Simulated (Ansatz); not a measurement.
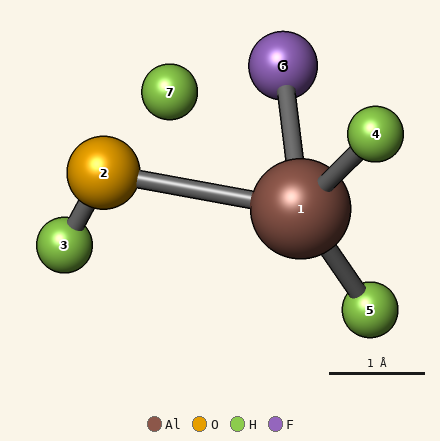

**Figure 1.** The structure as given in the input (ball-and-stick view, seen at a tilt; atoms are numbered from 1 in the order of the input). Sticks mark near contacts. Bond lengths as drawn: Al–F 1.99 Å, Al–H 1.56 Å, Al–O 2.13 Å and H–O 1.01 Å.

**AlH4OF: geometry relaxation**

The run: geometry relaxation of AlH4OF. Method and program: RKS PBE0-D4/def2-mTZVP (Ansatz 0.2.0).

The input holds or restrains some coordinates. It belongs to a series of runs on one base structure; here: pulled along the bonds that form and break, towards end B. Figures and captions count atoms from 1; the log counts them from 0 in places.

**What the program printed**
```
The last accepted step is kept in [file] (removed where the run ends without a failure and the disk answers)
Engine: ansatz 0.2.0, x86_64-unknown-linux-gnu
Functional definition: PBE0
  parameter a = 0.25
  parameter kappa = 0.804
  parameter beta = 0.06672455060314922
  exchange = (1 - a)*pbe_x(kappa = kappa, mu = beta*pi^2/3) + a*exact_x
  correlation = pbe_c(beta = beta)
749 factors; integrals over basis functions are off by at most 7.2e-4 eV
mean field evaluation 1: about -11415.8607 eV, gradient 5.5e1 eV
mean field evaluation 2: about -11406.0193 eV, gradient 9.2e1 eV
mean field evaluation 4: about -11420.6091 eV, gradient 6.1e0 eV
mean field evaluation 8: about -11420.6909 eV, gradient 1.1e-1 eV
mean field evaluation 16: about -11420.6909 eV, gradient 1.6e-5 eV
mean field -11420.69091872 eV, -419.7026500408 hartree, gradient 1.6e-5 eV, S^2 0.000000; 0 other end points of the search recorded, 0 dependent functions left out
the calculation of the forces begins
reference -11420.69094649 eV, -419.7026510612 hartree; 17, 17 occupied and 60, 60 virtual orbitals, 749 factors
relax step   1: F+E_penalty+E_count = -11420.75640624 eV  Δ(F+E_penalty+E_count) = +0.000e0 eV  max|allowed force component| = 2.194e0 eV/Å  E_restraint = 24.99862606 eV  max|allowed force component, restraints' pulls added| = 2.515e1 eV/Å  Δτ_max = 0.0000 Å  (25 SCF iters, accepted)
  distance Al 0 - F 5 = 1.9900 Å
  distance H 6 - O 1 = 1.3245 Å
  distance Al 0 - O 1 = 2.1300 Å
  distance H 6 - F 5 = 1.2510 Å
these checks for a lower state are left out or cut short: starts, cluster_reference, orbital_swaps, neighbouring_geometries, increment
749 factors; integrals over basis functions are off by at most 9.5e-4 eV
mean field -11420.74315186 eV, -419.7045695730 hartree, gradient 1.3e-5 eV, S^2 0.000000; 0 other end points of the search recorded, 0 dependent functions left out
the calculation of the forces begins
reference -11420.74317921 eV, -419.7045705783 hartree; 17, 17 occupied and 60, 60 virtual orbitals, 749 factors
relax step   2: F+E_penalty+E_count = -11420.80739164 eV  Δ(F+E_penalty+E_count) = -5.099e-2 eV  max|allowed force component| = 3.065e0 eV/Å  E_restraint = 9.78173380 eV  max|allowed force component, restraints' pulls added| = 1.792e1 eV/Å  Δτ_max = 0.1949 Å  (29 SCF iters, accepted)
  distance Al 0 - F 5 = 1.8833 Å
  distance H 6 - O 1 = 1.1640 Å
  distance Al 0 - O 1 = 2.4542 Å
  distance H 6 - F 5 = 1.5591 Å
these checks for a lower state are left out or cut short: starts, cluster_reference, orbital_swaps, neighbouring_geometries, increment
749 factors; integrals over basis functions are off by at most 9.7e-4 eV
mean field -11421.28262446 eV, -419.7243948255 hartree, gradient 2.5e-5 eV, S^2 0.000000; 0 other end points of the search recorded, 0 dependent functions left out
the calculation of the forces begins
reference -11421.28265199 eV, -419.7243958372 hartree; 17, 17 occupied and 60, 60 virtual orbitals, 749 factors
relax step   3: F+E_penalty+E_count = -11421.34564506 eV  Δ(F+E_penalty+E_count) = -5.383e-1 eV  max|allowed force component| = 2.915e0 eV/Å  E_restraint = 2.33780686 eV  max|allowed force component, restraints' pulls added| = 7.606e0 eV/Å  Δτ_max = 0.1948 Å  (27 SCF iters, accepted)
  distance Al 0 - F 5 = 1.7769 Å
  distance H 6 - O 1 = 1.0148 Å
  distance Al 0 - O 1 = 2.6848 Å
  distance H 6 - F 5 = 1.8727 Å
these checks for a lower state are left out or cut short: starts, cluster_reference, orbital_swaps, neighbouring_geometries, increment
749 factors; integrals over basis functions are off by at most 9.4e-4 eV
mean field evaluation 32: about -11421.5690 eV, gradient 1.9e-1 eV
mean field -11421.60688207 eV, -419.7363110727 hartree, gradient 2.3e-5 eV, S^2 0.000000; 0 other end points of the search recorded, 0 dependent functions left out
the calculation of the forces begins
reference -11421.60691007 eV, -419.7363121018 hartree; 17, 17 occupied and 60, 60 virtual orbitals, 749 factors
relax step   4: F+E_penalty+E_count = -11421.66845508 eV  Δ(F+E_penalty+E_count) = -3.228e-1 eV  max|allowed force component| = 9.265e-1 eV/Å  E_restraint = 0.10436676 eV  max|allowed force component, restraints' pulls added| = 1.974e0 eV/Å  Δτ_max = 0.1944 Å  (27 SCF iters, accepted)
  distance Al 0 - F 5 = 1.6819 Å
  distance H 6 - O 1 = 0.9649 Å
  distance Al 0 - O 1 = 2.9156 Å
  distance H 6 - F 5 = 2.0933 Å
these checks for a lower state are left out or cut short: starts, cluster_reference, orbital_swaps, neighbouring_geometries, increment
749 factors; integrals over basis functions are off by at most 1.0e-3 eV
mean field -11421.67800896 eV, -419.7389249377 hartree, gradient 2.7e-5 eV, S^2 0.000000; 0 other end points of the search recorded, 0 dependent functions left out
the calculation of the forces begins
reference -11421.67803769 eV, -419.7389259936 hartree; 17, 17 occupied and 60, 60 virtual orbitals, 749 factors
relax step   5: F+E_penalty+E_count = -11421.73942444 eV  Δ(F+E_penalty+E_count) = -7.097e-2 eV  max|allowed force component| = 1.599e0 eV/Å  E_restraint = 0.03482993 eV  max|allowed force component, restraints' pulls added| = 1.592e0 eV/Å  Δτ_max = 0.2000 Å  (27 SCF iters, accepted)
  distance Al 0 - F 5 = 1.6935 Å
  distance H 6 - O 1 = 0.9893 Å
  distance Al 0 - O 1 = 2.9391 Å
  distance H 6 - F 5 = 2.1057 Å
these checks for a lower state are left out or cut short: starts, cluster_reference, orbital_swaps, neighbouring_geometries, increment
749 factors; integrals over basis functions are off by at most 1.0e-3 eV
mean field -11421.61927470 eV, -419.7367664935 hartree, gradient 2.4e-5 eV, S^2 0.000000; 0 other end points of the search recorded, 0 dependent functions left out
the calculation of the forces begins
reference -11421.61930308 eV, -419.7367675365 hartree; 17, 17 occupied and 60, 60 virtual orbitals, 749 factors
relax step   6: F+E_penalty+E_count = -11421.67964728 eV  Δ(F+E_penalty+E_count) = +5.978e-2 eV  max|allowed force component| = 1.777e0 eV/Å  E_restraint = 0.00709090 eV  max|allowed force component, restraints' pulls added| = 1.809e0 eV/Å  Δτ_max = 0.1865 Å  (27 SCF iters, rejected (line search))
  distance Al 0 - F 5 = 1.6886 Å
  distance H 6 - O 1 = 1.0128 Å
  distance Al 0 - O 1 = 2.9702 Å
  distance H 6 - F 5 = 2.1392 Å
these checks for a lower state are left out or cut short: starts, cluster_reference, orbital_swaps, neighbouring_geometries, increment
749 factors; integrals over basis functions are off by at most 1.0e-3 eV
mean field -11421.72227761 eV, -419.7405517808 hartree, gradient 1.3e-5 eV, S^2 0.000000; 0 other end points of the search recorded, 0 dependent functions left out
the calculation of the forces begins
reference -11421.72230621 eV, -419.7405528319 hartree; 17, 17 occupied and 60, 60 virtual orbitals, 749 factors
relax step   7: F+E_penalty+E_count = -11421.78327218 eV  Δ(F+E_penalty+E_count) = -4.385e-2 eV  max|allowed force component| = 8.529e-1 eV/Å  E_restraint = 0.01879922 eV  max|allowed force component, restraints' pulls added| = 7.192e-1 eV/Å  Δτ_max = 0.0931 Å  (27 SCF iters, accepted)
  distance Al 0 - F 5 = 1.6864 Å
  distance H 6 - O 1 = 0.9873 Å
  distance Al 0 - O 1 = 2.9536 Å
  distance H 6 - F 5 = 2.1147 Å
these checks for a lower state are left out or cut short: starts, cluster_reference, orbital_swaps, neighbouring_geometries, increment
749 factors; integrals over basis functions are off by at most 1.0e-3 eV
mean field evaluation 64: about -11421.7290 eV, gradient 1.3e-5 eV
mean field -11421.72900331 eV, -419.7407989458 hartree, gradient 1.3e-5 eV, S^2 0.000000; 0 other end points of the search recorded, 0 dependent functions left out
the calculation of the forces begins
reference -11421.72903200 eV, -419.7408000000 hartree; 17, 17 occupied and 60, 60 virtual orbitals, 749 factors
relax step   8: F+E_penalty+E_count = -11421.78968055 eV  Δ(F+E_penalty+E_count) = -6.408e-3 eV  max|allowed force component| = 8.189e-1 eV/Å  E_restraint = 0.01431670 eV  max|allowed force component, restraints' pulls added| = 4.163e-2 eV/Å  Δτ_max = 0.0999 Å  (27 SCF iters, accepted)
```

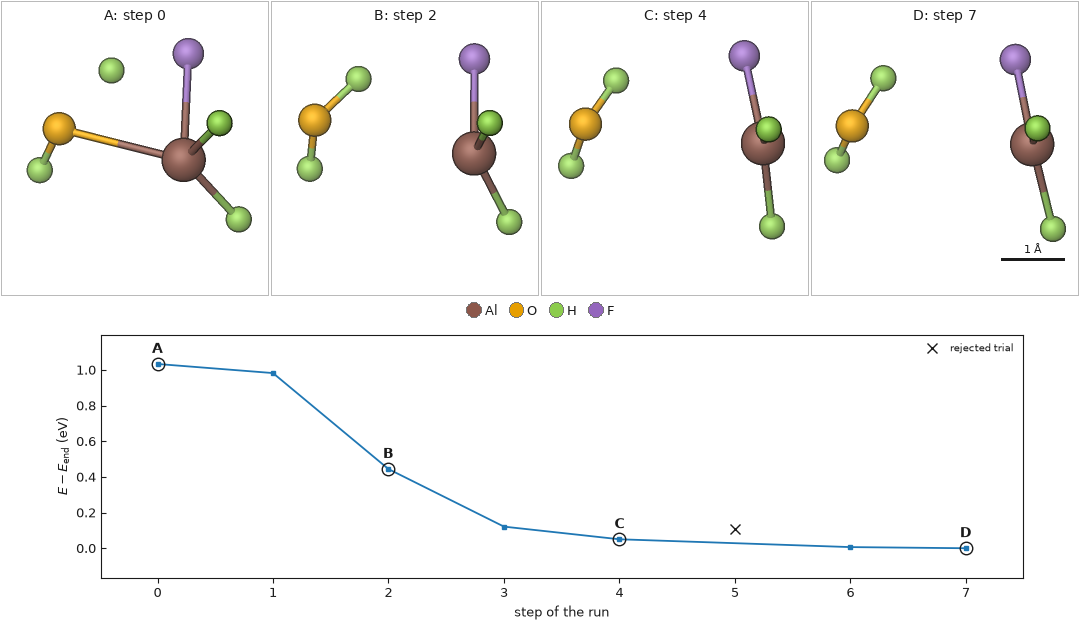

**Figure 2.** Frames of the restrained relaxation (ball-and-stick view, seen at a tilt) above the curves, on which the letters mark them (the first geometry is step 0 here and step 1 in the log).

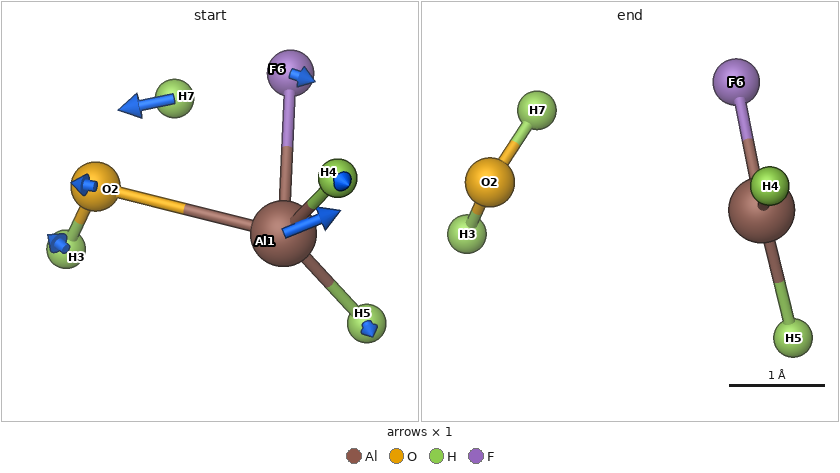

**Figure 3.** Before (left) and after (right) the restrained relaxation, at one scale (ball-and-stick view, seen at a tilt). The blue arrows give the displacements, at true length. Over 7 geometry steps the energy falls by 1.033 eV. Largest force component: 2.2 eV/Å at the start, 0.82 eV/Å at the end. The line search rejected the trial step at point 5 (counted from 0) and went back. The largest move after the best rigid fit is that of Al1, 0.66 Å. Largest moves by element: Al 0.66 Å, H 0.62 Å, O 0.30 Å, F 0.29 Å. Among the contacts that change: Al1–O2 2.130 → 2.963 Å, O2–H7 1.325 → 0.986 Å, Al1–F6 1.990 → 1.683 Å, O2–H3 1.010 → 0.965 Å. New bonds form: O2–H7 (1.32 → 0.99 Å). Bonds break: Al1–O2 (2.13 → 2.96 Å). Among the angles that change: H4–Al1–F6 96.8° → 116.8°, H5–Al1–F6 101.3° → 116.0°, H4–Al1–H5 120.0° → 126.6°. (Atoms are counted from 1 in the order of the input.)

```
  distance Al 0 - F 5 = 1.6827 Å
  distance H 6 - O 1 = 0.9856 Å
  distance Al 0 - O 1 = 2.9628 Å
  distance H 6 - F 5 = 2.1234 Å
749 factors; integrals over basis functions are off by at most 1.0e-3 eV
mean field -11421.72900331 eV, -419.7407989458 hartree, gradient 1.3e-5 eV, S^2 0.000000; 1 other end points of the search recorded, 0 dependent functions left out
the calculation of the forces begins
reference -11421.72903200 eV, -419.7408000000 hartree; 17, 17 occupied and 60, 60 virtual orbitals, 749 factors
Total energy: -11421.78970924 eV, -419.7430298473 hartree
Atom 0 at     0.057132     0.421095    -0.505818 Å, force    -0.059213     0.114956     0.584057 eV/Å
Atom 1 at    -0.042130     0.000954     2.425397 Å, force     0.056800     0.818924    -0.597575 eV/Å
Atom 2 at    -0.943103    -0.135288     2.742708 Å, force     0.036659     0.013127    -0.027838 eV/Å
Atom 3 at     1.458401    -0.126558    -0.973925 Å, force     0.014233    -0.002262     0.005365 eV/Å
Atom 4 at    -1.359247    -0.150217    -0.906633 Å, force     0.004706     0.000037     0.000706 eV/Å
Atom 5 at     0.054554     1.878587     0.335181 Å, force     0.023679    -0.148189    -0.177663 eV/Å
Atom 6 at     0.013393     0.969927     2.253889 Å, force    -0.076865    -0.796593     0.212946 eV/Å
Dipole moment:    -0.267901    -0.074597     0.020218 e Å
```

**Trajectory as extended XYZ (Å, eV, eV/Å), 8 frames, from step=1 to step=8**
```
7
Properties=species:S:1:pos:R:3:forces:R:3 step=1 energy=-11420.75641
Al    0.0000    0.0000    0.0000    0.2309   2.1935   1.4589
O     0.0000    0.0000    2.1300   -1.4037   0.7861  -2.0121
H    -0.9095   -0.2814    2.4671    1.7368   0.8957  -0.6088
H     1.3510    0.0000   -0.7800    0.3907  -0.6144   0.1687
H    -1.3510    0.0000   -0.7800   -0.4644  -0.5299   0.2104
F     0.0892    1.8864    0.6275   -0.0570  -1.6234   1.1304
H     0.0593    1.2535    1.7062   -0.4333  -1.1077  -0.3475
7
Properties=species:S:1:pos:R:3:forces:R:3 step=2 energy=-11420.80739
Al    0.0068    0.1033   -0.1560    0.2796   3.0652   1.6635
O     0.0070    0.0498    2.2976   -0.2639   2.2291  -2.7392
H    -0.9105   -0.2740    2.4732    0.8403   1.0364  -0.1261
H     1.3744   -0.0094   -0.7909    0.9593  -0.7726  -0.2455
H    -1.3729   -0.0079   -0.7886   -0.9010  -0.6573  -0.0566
F     0.0890    1.8725    0.4842   -0.1702  -1.8891   0.1099
H     0.0453    1.1242    1.8513   -0.7441  -3.0117   1.3939
7
Properties=species:S:1:pos:R:3:forces:R:3 step=3 energy=-11421.34564
Al    0.0126    0.2008   -0.2760    0.1876   2.9150   1.2835
O     0.0123    0.0797    2.4061   -0.1981   0.5860  -1.6213
H    -0.9066   -0.2576    2.4752    0.6257   0.8693   0.0181
H     1.3947   -0.0233   -0.7982    1.1928  -0.8914  -0.3932
H    -1.3905   -0.0200   -0.7913   -1.0154  -0.7310  -0.1357
F     0.0883    1.8644    0.3437   -0.2164  -1.4386  -0.0911
H     0.0282    1.0145    2.0114   -0.5761  -1.3092   0.9398
7
Properties=species:S:1:pos:R:3:forces:R:3 step=4 energy=-11421.66846
Al    0.0230    0.3326   -0.4185    0.0953   0.9265   0.5218
O     0.0124    0.0653    2.4848    0.0558  -0.5241  -0.6768
H    -0.9062   -0.2371    2.4950    0.0851   0.3310   0.1210
H     1.4545   -0.0777   -0.8197    0.3354  -0.5372  -0.2196
H    -1.4370   -0.0651   -0.7937   -0.1926  -0.4039  -0.0309
F     0.0806    1.8678    0.2659   -0.1374  -0.0915   0.1355
H     0.0117    0.9727    2.1570   -0.2415   0.2993   0.1491
7
Properties=species:S:1:pos:R:3:forces:R:3 step=5 energy=-11421.73942
Al    0.0876    0.4248   -0.5261   -0.2303   0.3974   1.2263
O    -0.0255    0.0405    2.3855   -1.5990   0.6246  -0.1080
H    -0.9498   -0.2179    2.6518    1.3819   0.2554  -0.3727
H     1.4574   -0.1299   -1.0127    0.2062  -0.1119  -0.2204
H    -1.3695   -0.1525   -0.7142    0.0208  -0.0128  -0.1752
F     0.1509    1.8777    0.3416   -0.0325  -0.2194  -0.4487
H    -0.1121    1.0159    2.2448    0.2529  -0.9332   0.0987
7
Properties=species:S:1:pos:R:3:forces:R:3 step=6 energy=-11421.67965 accepted=F
Al    0.0897    0.4273   -0.4588   -0.2140   0.2872   0.2308
O    -0.0477   -0.0330    2.4723   -0.4819   1.7773  -1.1948
H    -0.9727   -0.1710    2.7528    0.5309   0.0706  -0.2034
H     1.4713   -0.1023   -0.9928    0.0260  -0.0810   0.0484
H    -1.3656   -0.1337   -0.7539    0.1402  -0.0245   0.0460
F     0.1151    1.9608    0.2476   -0.0011  -0.4833   0.0421
H    -0.0511    0.9103    2.1036   -0.0001  -1.5463   1.0309
7
Properties=species:S:1:pos:R:3:forces:R:3 step=7 energy=-11421.78327
Al    0.0756    0.4223   -0.5037   -0.0962   0.2254   0.7959
O    -0.0249    0.0315    2.4222   -0.7228   0.7471  -0.4491
H    -0.9403   -0.1970    2.6787    0.6328   0.1127  -0.1545
H     1.4525   -0.1395   -1.0018    0.0868  -0.0357  -0.0681
H    -1.3648   -0.1462   -0.8070   -0.0020  -0.0123  -0.0529
F     0.1102    1.8852    0.3346   -0.0063  -0.1844  -0.2643
H    -0.0693    1.0023    2.2478    0.1076  -0.8529   0.1930
7
Properties=species:S:1:pos:R:3:forces:R:3 step=8 energy=-11421.78968
Al    0.0571    0.4211   -0.5058   -0.0592   0.1150   0.5841
O    -0.0421    0.0010    2.4254    0.0568   0.8189  -0.5976
H    -0.9431   -0.1353    2.7427    0.0367   0.0131  -0.0278
H     1.4584   -0.1266   -0.9739    0.0142  -0.0023   0.0054
H    -1.3592   -0.1502   -0.9066    0.0047   0.0000   0.0007
F     0.0546    1.8786    0.3352    0.0237  -0.1482  -0.1777
H     0.0134    0.9699    2.2539   -0.0769  -0.7966   0.2129
```

The run was set up as follows.

**The input**
```yaml
crystal:
  periodic: [false, false, false]
  atoms:
    - { symbol: Al, position_ang: [0.0, 0.0, 0.0] }
    - { symbol: O, position_ang: [0.0, 0.0, 2.13] }
    - { symbol: H, position_ang: [-0.9095, -0.2814, 2.4671] }
    - { symbol: H, position_ang: [1.351, 0.0, -0.78] }
    - { symbol: H, position_ang: [-1.351, 0.0, -0.78] }
    - { symbol: F, position_ang: [0.0892, 1.8864, 0.6275] }
    - { symbol: H, position_ang: [0.0593, 1.2535, 1.7062] }
basis:
  gaussian: { orbitals: def2-mTZVP }
hamiltonian:
  xc: pbe0
  dispersion: d4
relax:
  f_tol: 0.15
  max_steps: 25
  restrain:
    - { distance: [0, 5], at: 1.69, k: 30.0 }
    - { distance: [6, 1], at: 1.01, k: 30.0 }
    - { distance: [0, 1], at: 2.98, k: 30.0 }
    - { distance: [6, 5], at: 2.12, k: 30.0 }
```

Command:
```bash
ansatz run input.yaml --threads 1 --pin off --max-ram 2048MiB --backend cpu --events-out ev --progress --plain --runs-dir out
```

**Key numbers**

| quantity | value |
| --- | --- |
| outcome | converged under the restraints of the input |
| total energy | −11421.7897 eV |
| mean-field energy | −11421.7290 eV |
| largest force (length of the vector) at the end, held atoms and coordinates included | 1.015 eV/Å |
| hardware | 1 thread of Intel Xeon (Granite Rapids), 32 GiB of memory available, shared host |
| wall time | 11 s |
| peak memory | 0.14 GiB |
